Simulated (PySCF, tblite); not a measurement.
# C₇H₁₂BF: geometry, infrared bands and NMR shifts

Aim: predict the infrared bands and NMR shifts of C₇H₁₂BF (`C=C1CCC(BF)CC1`).

Computed with tblite 0.8.0 and PySCF 2.14.0, with density-fitted response routines of our own, on a single molecule in the gas phase. Atoms count from 0, in the outputs and in this text.

### 1 Starting geometry

21 atoms, charge 0, multiplicity 1; geometry from: force field or distance geometry start.

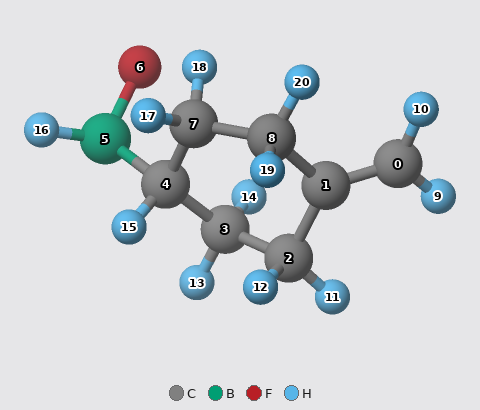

The starting geometry (carbon grey, boron teal, fluorine red, hydrogen blue), atoms numbered; sticks join atoms by distance.

### 2 Geometry optimisation with GFN2-xTB

The job: settings as JSON, then the geometry in Å.

```
{"job": {"kind": "relax", "xc": "GFN2-xTB", "basis": "xTB"}, "charge": 0, "multiplicity": 1}
C     -2.605900    -0.297000    -0.420300
C     -1.483300     0.025400     0.164600
C     -0.865900     1.392800     0.109400
C      0.408900     1.218400    -0.663700
C      1.323100     0.287400     0.071000
B      2.577500    -0.145900    -0.844300
F      2.214700    -1.173500    -1.819300
C      0.769200    -0.983700     0.568300
C     -0.674800    -0.979300     0.979700
H     -3.211200     0.393800    -0.995600
H     -2.998200    -1.327800    -0.325900
H     -1.563100     2.140300    -0.313900
H     -0.608100     1.622200     1.187200
H      0.886700     2.232200    -0.740400
H      0.219300     0.921400    -1.702000
H      1.758500     0.837200     0.945400
H      3.565000    -0.393000    -0.216400
H      1.390200    -1.320100     1.431500
H      0.862500    -1.742700    -0.257200
H     -0.835700    -0.726300     2.043900
H     -1.138300    -1.964800     0.797500
```

On the command line:

```console
$ OMP_NUM_THREADS=1 python probes_run.py task.json out
```

The driver reads the jobs from task.json and runs them one after another.

Log:

```text
step      E/eV     max force
  0    -736.26204    3.847
  1    -736.85621    2.436
  2    -737.03665    2.170
  3    -737.14385    1.042
  4    -737.22769    0.773
  5    -737.26807    0.504
  6    -737.29018    0.525
  7    -737.30973    0.543
  8    -737.32985    0.565
  9    -737.35162    0.468
 10    -737.36994    0.302
 11    -737.38510    0.259
 12    -737.39785    0.284
 13    -737.41061    0.318
 14    -737.42545    0.322
 15    -737.44411    0.360
 16    -737.46702    0.348
 17    -737.48926    0.285
 18    -737.50491    0.279
 19    -737.51626    0.248
 20    -737.52549    0.191
 21    -737.53308    0.206
 22    -737.53989    0.171
 23    -737.54559    0.269
 24    -737.55051    0.159
 25    -737.55500    0.148
 26    -737.55968    0.146
 27    -737.56439    0.142
 28    -737.56956    0.174
 29    -737.57523    0.182
 30    -737.58088    0.170
 31    -737.58543    0.183
 32    -737.58890    0.160
 33    -737.59176    0.142
 34    -737.59461    0.115
 35    -737.59783    0.159
 36    -737.60139    0.196
 37    -737.60468    0.142
 38    -737.60743    0.121
 39    -737.60994    0.116
 40    -737.61298    0.177
 41    -737.61614    0.168
 42    -737.61857    0.086
 43    -737.62001    0.076
 44    -737.62096    0.081
 45    -737.62177    0.086
 46    -737.62261    0.078
 47    -737.62342    0.078
 48    -737.62421    0.069
 49    -737.62496    0.077
 50    -737.62566    0.076
 51    -737.62636    0.064
 52    -737.62708    0.072
 53    -737.62775    0.071
 54    -737.62830    0.065
 55    -737.62872    0.048
 56    -737.62906    0.046
 57    -737.62937    0.049
 58    -737.62964    0.043
 59    -737.62989    0.041
 60    -737.63013    0.033
 61    -737.63042    0.046
 62    -737.63074    0.049
 63    -737.63112    0.043
 64    -737.63160    0.057
 65    -737.63225    0.059
 66    -737.63304    0.074
 67    -737.63381    0.077
 68    -737.63440    0.058
 69    -737.63483    0.044
 70    -737.63515    0.035
 71    -737.63542    0.033
 72    -737.63565    0.031
 73    -737.63584    0.036
 74    -737.63602    0.035
 75    -737.63620    0.034
 76    -737.63640    0.033
 77    -737.63663    0.038
 78    -737.63689    0.043
 79    -737.63714    0.038
 80    -737.63735    0.035
 81    -737.63751    0.032
 82    -737.63766    0.025
 83    -737.63779    0.024
 84    -737.63788    0.018
 85    -737.63793    0.018
 86    -737.63798    0.015
 87    -737.63803    0.020
 88    -737.63812    0.028
 89    -737.63825    0.028
 90    -737.63840    0.028
 91    -737.63855    0.028
 92    -737.63871    0.026
 93    -737.63889    0.036
 94    -737.63908    0.035
 95    -737.63923    0.030
 96    -737.63933    0.027
 97    -737.63942    0.029
 98    -737.63952    0.022
 99    -737.63964    0.021
100    -737.63970    0.020
101    -737.63975    0.018
102    -737.63982    0.025
103    -737.63993    0.025
104    -737.64006    0.024
105    -737.64018    0.021
106    -737.64030    0.026
107    -737.64043    0.032
108    -737.64048    0.055
109    -737.64061    0.038
110    -737.64067    0.026
111    -737.64076    0.016
112    -737.64083    0.018
113    -737.64097    0.029
114    -737.64109    0.037
115    -737.64125    0.043
116    -737.64145    0.043
117    -737.64172    0.034
118    -737.64198    0.042
119    -737.64206    0.097
120    -737.64249    0.041
121    -737.64285    0.049
122    -737.64351    0.098
123    -737.64398    0.066
124    -737.64435    0.095
125    -737.64450    0.043
126    -737.64473    0.049
127    -737.64495    0.058
128    -737.64536    0.057
129    -737.64570    0.070
130    -737.64601    0.043
131    -737.64625    0.090
132    -737.64651    0.034
133    -737.64674    0.041
134    -737.64704    0.076
135    -737.64718    0.077
136    -737.64747    0.076
137    -737.64769    0.055
138    -737.64792    0.073
139    -737.64811    0.052
140    -737.64838    0.062
141    -737.64879    0.078
142    -737.65020    0.091
143    -737.65061    0.125
144    -737.65026    0.173
145    -737.65130    0.186
146    -737.65165    0.034
147    -737.65195    0.047
148    -737.65228    0.167
149    -737.65267    0.073
150    -737.65310    0.047
151    -737.65343    0.075
152    -737.65360    0.043
153    -737.65389    0.070
154    -737.65405    0.057
155    -737.65417    0.050
156    -737.65431    0.042
157    -737.65451    0.036
158    -737.65469    0.043
159    -737.65483    0.018
160    -737.65487    0.062
161    -737.65497    0.018
162    -737.65503    0.016
163    -737.65515    0.015
164    -737.65519    0.015
165    -737.65524    0.012
166    -737.65527    0.017
167    -737.65530    0.010
```

Run time: 2.1 s. Hardware: 1 thread of Arm Neoverse N1, shared host.

The steps of the relaxation: (not every step is listed)

| step | energy from step 0 (eV) | largest force (eV/Å) |
| --- | --- | --- |
| 0 | 0.0000 | 3.8466 |
| 1 | -0.5942 | 2.4360 |
| 2 | -0.7746 | 2.1697 |
| 3 | -0.8818 | 1.0416 |
| 4 | -0.9657 | 0.7732 |
| 5 | -1.0060 | 0.5039 |
| 6 | -1.0281 | 0.5250 |
| 7 | -1.0477 | 0.5434 |
| 8 | -1.0678 | 0.5648 |
| 23 | -1.2835 | 0.2693 |
| 38 | -1.3454 | 0.1206 |
| 53 | -1.3657 | 0.0710 |
| 68 | -1.3724 | 0.0577 |
| 83 | -1.3758 | 0.0242 |
| 98 | -1.3775 | 0.0218 |
| 113 | -1.3789 | 0.0294 |
| 128 | -1.3833 | 0.0569 |
| 143 | -1.3886 | 0.1248 |
| 158 | -1.3927 | 0.0432 |
| 162 | -1.3930 | 0.0162 |
| 163 | -1.3931 | 0.0154 |
| 164 | -1.3931 | 0.0146 |
| 165 | -1.3932 | 0.0116 |
| 166 | -1.3932 | 0.0175 |
| 167 | -1.3933 | 0.0098 |

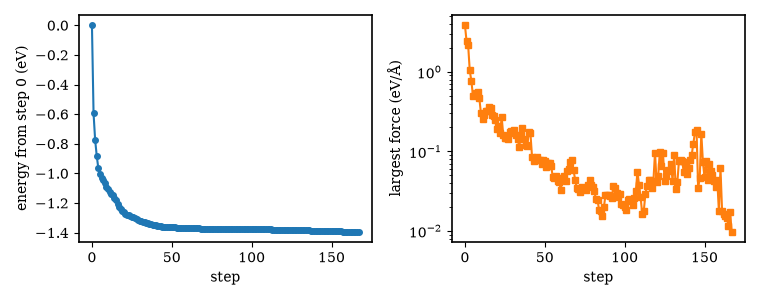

Energy and force, step by step.

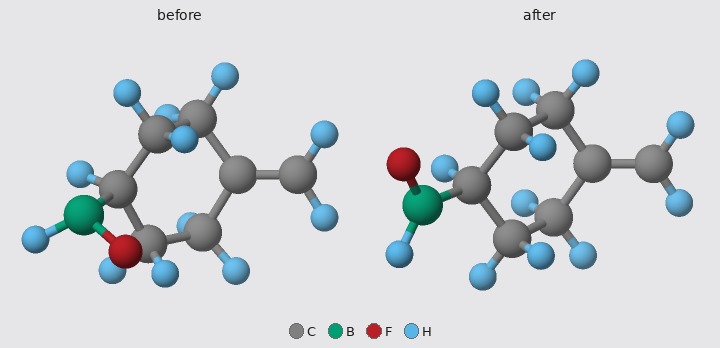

The geometry before (left) and after (right).

Close pairs (by a distance rule), those that changed most:

| bond | before (Å) | after (Å) | change (Å) |
| --- | --- | --- | --- |
| B5–F6 | 1.462 | 1.316 | -0.146 |
| C4–C7 | 1.473 | 1.535 | +0.061 |
| C3–C4 | 1.497 | 1.536 | +0.038 |
| C2–H12 | 1.132 | 1.095 | -0.037 |
| C7–H18 | 1.125 | 1.092 | -0.033 |
| C3–H13 | 1.123 | 1.091 | -0.032 |
| C7–C8 | 1.501 | 1.532 | +0.030 |
| C2–C3 | 1.501 | 1.531 | +0.030 |

The next job starts from the end point, and lists it.

### 3 Vibrational analysis with GFN2-xTB

The job: settings as JSON, then the geometry in Å.

```
{"job": {"kind": "ir", "xc": "GFN2-xTB", "basis": "xTB"}, "charge": 0, "multiplicity": 1}
C     -2.771372    -0.307869    -0.133751
C     -1.554671     0.015219     0.269629
C     -0.876473     1.299129    -0.106157
C      0.443706     1.003754    -0.822954
C      1.355902     0.123142     0.043454
B      2.801340    -0.092703    -0.567114
F      3.302579     0.816406    -1.375822
C      0.621554    -1.177531     0.395222
C     -0.700796    -0.886423     1.111344
H     -3.361685     0.351252    -0.748124
H     -3.232747    -1.241415     0.141739
H     -1.523061     1.900293    -0.747334
H     -0.668330     1.874429     0.801436
H      0.948935     1.940601    -1.064621
H      0.232247     0.485140    -1.761005
H      1.517483     0.663503     0.990065
H      3.501660    -1.003896    -0.318683
H      1.253154    -1.803751     1.027900
H      0.414298    -1.730866    -0.523065
H     -0.487764    -0.391823     2.063822
H     -1.224878    -1.819647     1.323549
```

Log:

```text
mode    cm-1     km/mol
  1      33.4      1.08
  2      85.0      0.25
  3     144.5      1.43
  4     181.7      0.13
  5     197.3      0.27
  6     313.9      0.53
  7     384.4      0.46
  8     392.2      0.41
  9     415.6      1.88
 10     433.4      0.04
 11     508.9     12.04
 12     639.0      7.37
 13     708.0     47.24
 14     716.9      5.91
 15     810.9     26.04
 16     820.6      1.27
 17     837.9     24.95
 18     895.3     30.62
 19     931.7      3.10
 20     954.4      4.36
 21     970.7      4.16
 22     978.6     31.57
 23    1022.7      5.07
 24    1054.0     36.89
 25    1065.0      2.09
 26    1092.2      0.27
 27    1099.5      9.20
 28    1140.0      1.39
 29    1152.1     11.05
 30    1197.7      4.82
 31    1228.4     10.00
 32    1240.4     14.19
 33    1265.6     40.94
 34    1277.7     31.77
 35    1292.7    266.97
 36    1320.4      1.33
 37    1321.9      0.26
 38    1340.8     10.18
 39    1349.3     25.57
 40    1424.9      0.92
 41    1473.7      0.13
 42    1485.4      1.98
 43    1486.4      0.53
 44    1495.8      0.29
 45    1737.8     26.69
 46    2597.1    142.92
 47    2858.2     34.37
 48    2940.1      6.71
 49    2946.2     51.53
 50    2971.6     16.29
 51    2976.3    108.90
 52    2984.0      5.31
 53    2985.2     45.86
 54    2991.2     15.52
 55    2992.5    139.17
 56    3098.7     28.05
 57    3120.9     55.23
```

Run time: 1.3 s. Hardware: 1 thread of Arm Neoverse N1, shared host.

The strongest bands and the atoms that carry them (share of the mass-weighted mode):

| cm⁻¹ | km/mol | atoms |
| --- | --- | --- |
| 708 | 47.2 | B5 37 %, H16 32 % |
| 1293 | 267.0 | B5 50 %, F6 15 % |
| 2597 | 142.9 | H16 92 % |
| 2946 | 51.5 | H19 71 %, H12 17 % |
| 2976 | 108.9 | H17 36 %, H14 24 %, H18 18 % |
| 2985 | 45.9 | H13 24 %, H11 22 %, H18 16 %, H20 11 % |
| 2992 | 139.2 | H11 31 %, H20 23 %, H13 19 % |
| 3121 | 55.2 | H10 46 %, H9 44 % |

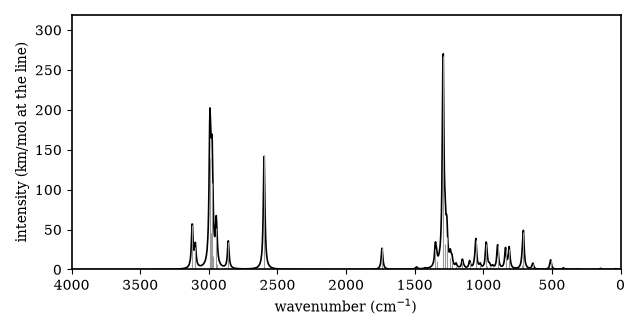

The infrared spectrum from these modes, unscaled. Lines are broadened to a width of 14 cm⁻¹ (Lorentzian).

### 4 Shielding tensors: PBE0/pcSseg-1

The job, as its differences from that of step 3:

```diff
@@ -1,2 +1,2 @@
-{"job": {"kind": "ir", "xc": "GFN2-xTB", "basis": "xTB"}, "charge": 0, "multiplicity": 1}
+{"job": {"kind": "nmr", "xc": "PBE0", "basis": "pcSseg-1"}, "charge": 0, "multiplicity": 1}
 C     -2.771372    -0.307869    -0.133751
```

Method: GIAO PBE0/pcSseg-1 NMR shielding, non-relativistic, gas phase.

Log:

```text
coarse grid: 17216 points
cycle   1  E = -398.0589146753  dE =  1.071e+00  |g| = 5.740e-01  |ddm| = 4.057e+00
cycle   2  E = -398.0280107743  dE =  3.090e-02  |g| = 7.484e-01  |ddm| = 1.052e+00
cycle   3  E = -398.1313461650  dE = -1.033e-01  |g| = 8.259e-02  |ddm| = 5.972e-01
cycle   4  E = -398.1324037920  dE = -1.058e-03  |g| = 3.297e-02  |ddm| = 7.991e-02
cycle   5  E = -398.1326216021  dE = -2.178e-04  |g| = 8.138e-03  |ddm| = 3.025e-02
cycle   6  E = -398.1326350618  dE = -1.346e-05  |g| = 3.456e-03  |ddm| = 9.372e-03
cycle   7  E = -398.1326379086  dE = -2.847e-06  |g| = 6.241e-04  |ddm| = 3.508e-03
final grid: 165736 points
cycle   8  E = -398.1918678923  dE = -7.981e-05  |g| = 9.954e-03  |ddm| = 4.128e-02
cycle   9  E = -398.1918525182  dE =  1.537e-05  |g| = 1.271e-02  |ddm| = 2.170e-02
cycle  10  E = -398.1918930387  dE = -4.052e-05  |g| = 2.019e-03  |ddm| = 1.295e-02
cycle  11  E = -398.1918939947  dE = -9.560e-07  |g| = 4.370e-04  |ddm| = 1.983e-03
cycle  12  E = -398.1918940405  dE = -4.578e-08  |g| = 8.896e-05  |ddm| = 4.034e-04
cycle  13  E = -398.1918940423  dE = -1.770e-09  |g| = 2.906e-05  |ddm| = 1.056e-04
cycle  14  E = -398.1918940425  dE = -2.057e-10  |g| = 5.173e-06  |ddm| = 3.515e-05
converged SCF energy = -398.1918940425

GIAO shielding tensors (ppm)
atom      isotropic    diamagn.    paramagn.     s11        s22        s33       span
  0 C       73.648     250.128    -176.480    -23.756    102.751    141.948    165.704
  1 C       28.594     261.940    -233.346    -95.409     15.711    165.480    260.889
  2 C      145.990     245.180     -99.190    141.861    142.576    153.534     11.673
  3 C      155.199     247.915     -92.716    151.884    155.467    158.245      6.361
  4 C      148.971     254.003    -105.031    125.578    155.621    165.715     40.137
  5 B       43.217     189.196    -145.979    -19.114     65.247     83.518    102.631
  6 F      176.529     466.063    -289.534    -19.583     51.412    497.758    517.341
  7 C      153.194     247.172     -93.978    148.445    154.090    157.047      8.602
  8 C      145.483     245.240     -99.757    141.825    142.341    152.283     10.459
  9 H       26.717      30.467      -3.750     23.726     25.171     31.255      7.530
 10 H       26.723      30.456      -3.733     23.725     25.191     31.253      7.528
 11 H       29.307      31.368      -2.061     24.982     28.186     34.752      9.770
 12 H       29.723      30.198      -0.475     26.873     27.718     34.579      7.705
 13 H       29.496      31.294      -1.797     23.765     28.980     35.744     11.979
 14 H       30.677      32.019      -1.342     26.810     29.695     35.526      8.716
 15 H       31.011      32.542      -1.531     27.795     29.949     35.287      7.492
 16 H       26.215      28.361      -2.146     24.104     24.506     30.034      5.930
 17 H       29.513      31.066      -1.553     24.734     27.613     36.191     11.457
 18 H       30.508      31.792      -1.284     26.929     29.091     35.504      8.576
 19 H       29.636      30.148      -0.512     26.845     27.566     34.498      7.653
 20 H       29.292      31.340      -2.048     25.103     28.110     34.663      9.560
```

Run time: 92 s. Hardware: 1 thread of Arm Neoverse N1, shared host; peak memory 1 GiB.

The references, computed at this level on geometries of the same kind, shield at (ppm): ¹H TMS 31.72, ¹³C TMS 186.9, ¹⁹F CFCl3 170.9, ¹¹B BF3·OEt2 100.1. Their shielding less the atom's gives the shift. The references are single molecules in the gas phase, so shifts against H2O, NH3, PH3, H3PO4 or CFCl3 are not on the usual liquid scales and can be off by tens of ppm. Atoms listed in one row are averaged.

| atoms | environment | σ (ppm) | δ (ppm) | δ scaled to CDCl3 |
| --- | --- | --- | --- | --- |
| C1 | fully substituted alkene carbon | 28.6 | 158.3 | 152.6 |
| C0 | terminal =CH2 carbon | 73.6 | 113.3 | 108.6 |
| C2, C8 | allylic sp3 CH2 | 145.7 | 41.2 | 38.3 |
| C4 | sp3 CH bonded to B | 149.0 | 38.0 | 35.1 |
| C3, C7 | sp3 CH2 in a ring | 154.2 | 32.7 | 30.0 |
| H16 | hydrogen on a boron bonded to C, F | 26.21 | 5.50 | – |
| H9, H10 | hydrogen on a terminal =CH2 carbon | 26.72 | 5.00 | 4.82 |
| H11, H20 | hydrogen on an allylic sp3 CH2 | 29.30 | 2.42 | 2.38 |
| H13, H17 | hydrogen on an sp3 CH2 in a ring | 29.50 | 2.21 | 2.19 |
| H12, H19 | hydrogen on an allylic sp3 CH2 | 29.68 | 2.04 | 2.03 |
| H14, H18 | hydrogen on an sp3 CH2 in a ring | 30.59 | 1.12 | 1.17 |
| H15 | hydrogen on an sp3 CH bonded to B | 31.01 | 0.71 | 0.77 |
| B5 | boron bonded to C, F, H | 43.2 | 56.9 | – |
| F6 | fluorine bonded to B | 176.5 | -5.6 | – |

The scaled column applies a straight-line fit of computed shieldings to shifts measured in CDCl3, and one for carbons that bear F (root-mean-square error 0.16 ppm for H, 1.9 ppm for C).

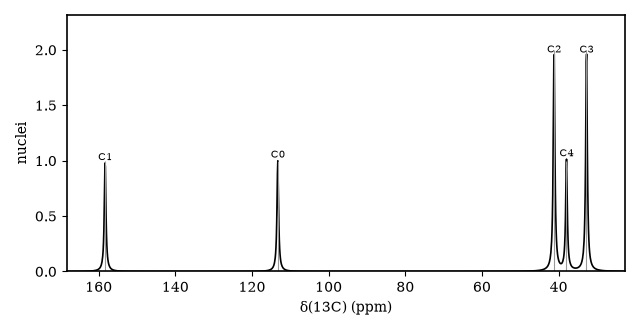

¹³C lines at the computed shifts, without couplings. Lines are broadened to a width of 0.50 ppm (Lorentzian).

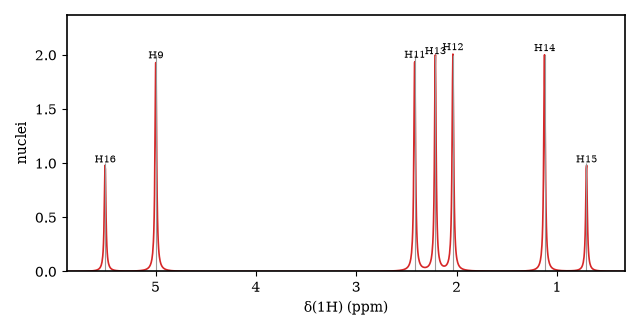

¹H lines at the computed shifts, without couplings. Lines are broadened to a width of 0.02 ppm (Lorentzian).

The run also stored atomic charges by several schemes (e):

| atoms | Mulliken | IAO | Hirshfeld | ESP fit |
| --- | --- | --- | --- | --- |
| C0 | -0.06 | -0.35 | -0.12 | -0.62 |
| C1 | -0.46 | 0.03 | 0.01 | 0.14 |
| C2, C8 | -0.06 | -0.26 | -0.07 | -0.14 |
| C3, C7 | -0.17 | -0.25 | -0.07 | -0.01 |
| C4 | -0.52 | -0.28 | -0.10 | -0.05 |
| B5 | 0.58 | 0.43 | 0.24 | 0.43 |
| F6 | -0.28 | -0.30 | -0.12 | -0.26 |

Hirshfeld charges:

C0 -0.12; C1 0.01; C2 -0.07; C3 -0.07; C4 -0.10; B5 0.24; F6 -0.12; C7 -0.07; C8 -0.07; H9 0.04; H10 0.04; H11 0.04; H12 0.04; H13 0.04; H14 0.03; H15 0.04; H16 -0.06; H17 0.04; H18 0.03; H19 0.04; H20 0.04

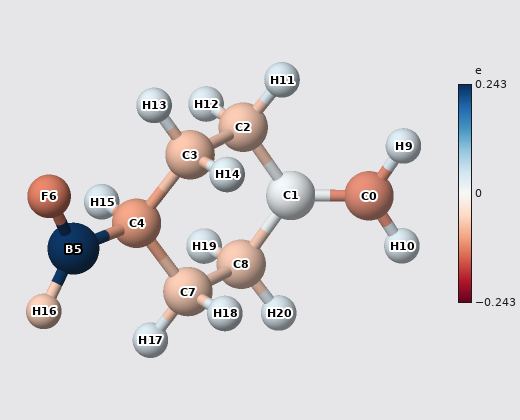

Hirshfeld charges, as colours on the atoms.

Mayer bond orders: C0–C1 2.01, C1–C2 1.02, C2–C3 1.03, C3–C4 1.01, C4–B5 0.94, B5–F6 1.16, C4–C7 1.02, C7–C8 1.03, C8–C1 1.02.

Ring of atoms C1, C2, C3, C4, C7, C8: NICS(0) -2.1, NICS(1) -2.5, NICS(1)zz 2.8 ppm (means of both faces).

Orbitals, density, ELF and potential are computed afterwards from the orbital file.

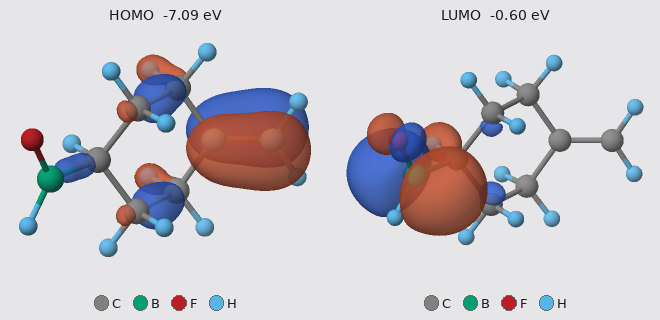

Frontier orbitals at PBE0/pcSseg-1; each surface holds 70 % of the orbital's density, blue and red mark the sign.

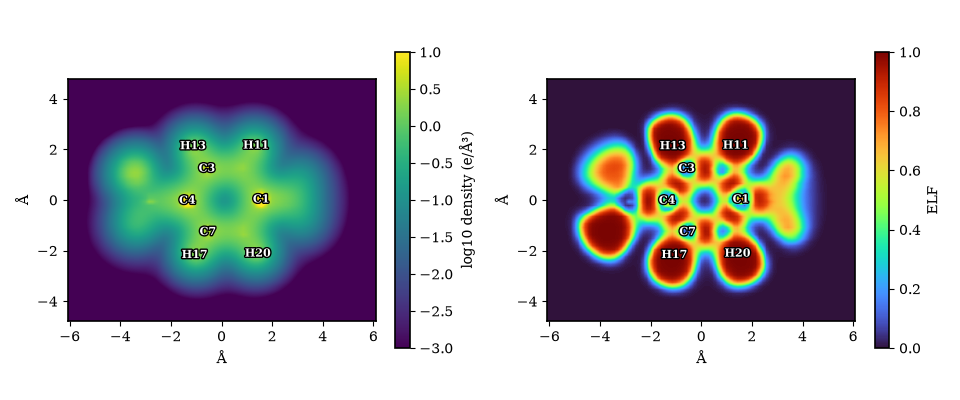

Density (left) and ELF (right) in a plane through or near 8 of the atoms.

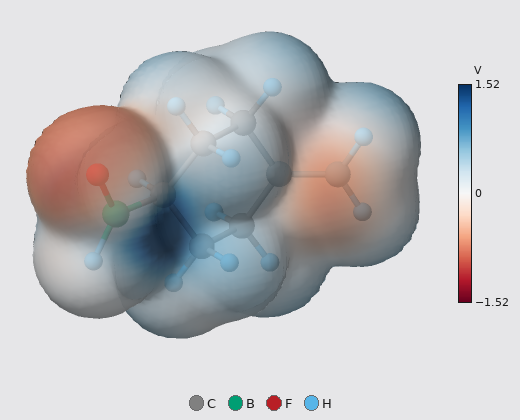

Electrostatic potential on the surface of density 0.002 e/bohr³; red is low, blue high. It runs from -0.76 V near F6 to 1.52 V near B5.

### 5 Summary of results

| quantity | value |
| --- | --- |
| strongest single infrared mode (GFN2-xTB) | 1293 cm⁻¹, 267 km/mol |
| zero-point energy (GFN2-xTB) | 110.6 kcal/mol |
| ¹³C shifts against TMS (PBE0/pcSseg-1, means over atoms taken as alike) | 158.3, 113.3, 41.2, 38.0, 32.7 ppm |
| ¹H shifts against TMS (PBE0/pcSseg-1, means over atoms taken as alike) | 5.50, 5.00, 2.42, 2.21, 2.04, 1.12, 0.71 ppm |
| ¹¹B shifts against BF3·OEt2 (PBE0/pcSseg-1) | 56.9 ppm |
| ¹⁹F shifts against CFCl3 (PBE0/pcSseg-1) | -5.6 ppm |
| surface potential, least and greatest | -0.76 V and 1.52 V |

In words: Relaxing lowered the energy by 1.393 eV in 167 steps; the close pair that moved most is B5–F6, from 1.462 to 1.316 Å. No mode is imaginary among the 57: a minimum at this level. The strongest single mode, at 1293 cm⁻¹, is spread over many atoms; the largest shares are those of B5, F6. GFN2-xTB is a fitted tight-binding method: band positions and strengths are rough. Its intensities can rank the bands wrongly. C1 (fully substituted alkene carbon) lies farthest downfield among carbon, at 158.3 ppm; the olefinic region. At PBE0/pcSseg-1: Shielding is most anisotropic at F6 (span 517 ppm, paramagnetic term -290 ppm). At PBE0/pcSseg-1, counted by nearest atom on the grid, the HOMO lies on C0 37 %; C1 28 %, the LUMO on B5 51 %; H16 15 %.
